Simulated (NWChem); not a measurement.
**SiH3O2 (SMILES [O][SiH2]O): UPBE0/DGauss-DZVP**

What is the vertical ionisation energy of SiH3O2 at UPBE0/DGauss-DZVP? 

Program for the calculation: NWChem 7.3.0.

## Step 1: The structure to begin with

SiH3O2: 6 atoms, total charge 0, spin state doublet. SMILES: `[O][SiH2]O`. The shape is that of a PBE0-D4/def2-TZVP optimisation. This is one conformer, not always the lowest.

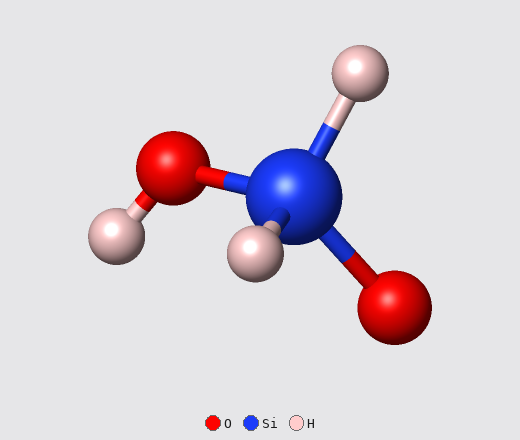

Viewed from a chosen angle; oxygen red, silicon blue, hydrogen pink.

## Step 2: A single-point energy at UPBE0/DGauss-DZVP

Contents of h3o2si.nw:

```
start h3o2si
title "H3O2Si"
memory stack 880 mb heap 220 mb global 1100 mb

geometry units angstrom noautosym nocenter noautoz
  O     -1.671900    -0.490300     0.111200
  Si    -0.205500     0.160400    -0.263400
  O      0.949700     0.110200     0.888500
  H      0.117000    -0.700300    -1.441700
  H     -0.353500     1.594200    -0.594000
  H      1.206400    -0.738300     1.253100
end

basis spherical bse
  * library DGauss-DZVP
end

dft
  xc pbe0
  mult 2
  grid fine
  convergence energy 1e-08
  iterations 100
  mulliken
  noprint "final vectors analysis"
end

task dft energy
```

Started as:

```console
$ nwchem h3o2si.nw > h3o2si.out
```

Standard output (excerpt; [...] marks lines left out):

```text
[...]
          Wavefunction type:  spin polarized.
          No. of atoms     :     6
          No. of electrons :    33
[...]
          Charge           :     0
          Spin multiplicity:     2
[...]
          AO basis - number of functions:    52
[...]
              XC Information
              --------------
                         PBE0 Method XC Functional
                     Hartree-Fock (Exact) Exchange  0.250
          PerdewBurkeErnzerhof Exchange Functional  0.750
            Perdew 1991 LDA Correlation Functional  1.000 local
           PerdewBurkeErnz. Correlation Functional  1.000 non-local
[...]
 d= 0,ls=0.0,diis     1   -441.2266775122 -5.52D+02  2.10D-02  2.82D-01     1.1
[...]
 d= 0,ls=0.0,diis    17   -441.4321638626 -9.77D-10  9.77D-08  1.78D-11    14.3
[...]
         Total DFT energy =     -441.432163862577
      One electron energy =     -830.087124479645
           Coulomb energy =      316.765869653096
    Exchange-Corr. energy =      -38.846173183073
 Nuclear repulsion energy =      110.735264147044
[...]
      Total Density - Mulliken Population Analysis
     ---------------------------------------------
    Atom       Charge   Shell Charges
 -----------   ------   -------------------------------------------------------
    1 O    8     8.37   2.00  0.97  0.93  3.30  1.16  0.01
    2 Si  14    13.30   2.00  2.00  0.82  0.20  5.99  1.86  0.07  0.35
    3 O    8     8.75   2.00  0.91  0.89  3.57  1.35  0.02
    4 H    1     1.03   0.54  0.49
    5 H    1     1.02   0.55  0.47
    6 H    1     0.53   0.50  0.04
[...]
      <S2> =      0.7544 (Exact =     0.7500)
[...]
```

Run time: 15 s. Hardware: 1 thread of AMD EPYC 7R43 (Zen 3), shared host; peak memory 0.11 GiB.

## Step 3: The singlet cation at the same level

Contents of calc.nw:

```
START calc
TITLE "H3O2Si"
memory 2200 mb
charge 1

GEOMETRY units angstrom noautosym nocenter noautoz
O       -1.671900      -0.490300       0.111200
Si      -0.205500       0.160400      -0.263400
O        0.949700       0.110200       0.888500
H        0.117000      -0.700300      -1.441700
H       -0.353500       1.594200      -0.594000
H        1.206400      -0.738300       1.253100
END

BASIS spherical bse
* library DGauss-DZVP
END

DFT
xc pbe0
grid fine
convergence energy 1e-08
iterations 100
mulliken
noprint "final vectors analysis"
END

TASK dft
```

Started as:

```console
$ nwchem calc.nw > calc.out
```

Standard output (excerpt; [...] marks lines left out):

```text
[...]
          Wavefunction type:  closed shell.
          No. of atoms     :     6
          No. of electrons :    32
[...]
          Charge           :     1
          Spin multiplicity:     1
[...]
          AO basis - number of functions:    52
[...]
              XC Information
              --------------
                         PBE0 Method XC Functional
                     Hartree-Fock (Exact) Exchange  0.250
          PerdewBurkeErnzerhof Exchange Functional  0.750
            Perdew 1991 LDA Correlation Functional  1.000 local
           PerdewBurkeErnz. Correlation Functional  1.000 non-local
[...]
 d= 0,ls=0.0,diis     1   -440.4755651110 -5.51D+02  8.92D-02  3.53D+00     0.9
[...]
 d= 0,ls=0.0,diis    16   -440.9699161141 -9.54D-09  3.43D-06  3.52D-09     9.6
         Total DFT energy =     -440.969916114075
      One electron energy =     -820.921899069127
           Coulomb energy =      307.622535925985
    Exchange-Corr. energy =      -38.405817117976
 Nuclear repulsion energy =      110.735264147044
[...]
      Total Density - Mulliken Population Analysis
     ---------------------------------------------
    Atom       Charge   Shell Charges
 -----------   ------   -------------------------------------------------------
    1 O    8     8.11   2.00  1.01  0.91  3.19  0.98  0.02
    2 Si  14    13.23   2.00  2.00  0.88  0.14  5.99  1.90 -0.02  0.33
    3 O    8     8.60   2.00  0.93  0.88  3.54  1.23  0.02
    4 H    1     0.77   0.46  0.31
    5 H    1     0.81   0.49  0.32
    6 H    1     0.48   0.47  0.00
[...]
```

Wall time 11 s (1 thread of AMD EPYC 7R43 (Zen 3), shared host); peak memory 0.1 GiB.

## Step 4: What came out

Level: UPBE0/DGauss-DZVP.

| quantity | value |
| --- | --- |
| doublet SiH3O2: total energy | -441.43216 Eh |
| doublet SiH3O2: dipole moment | 1.73 D |
| doublet SiH3O2: ⟨S²⟩ | 0.754 |
| singlet cation: total energy | -440.96992 Eh |
| vertical ionisation energy (to the singlet cation) | 12.578 eV |

The vertical ionisation energy comes to 12.58 eV (1214 kJ/mol). Only the singlet of the ionised species was computed; a triplet could lie lower.
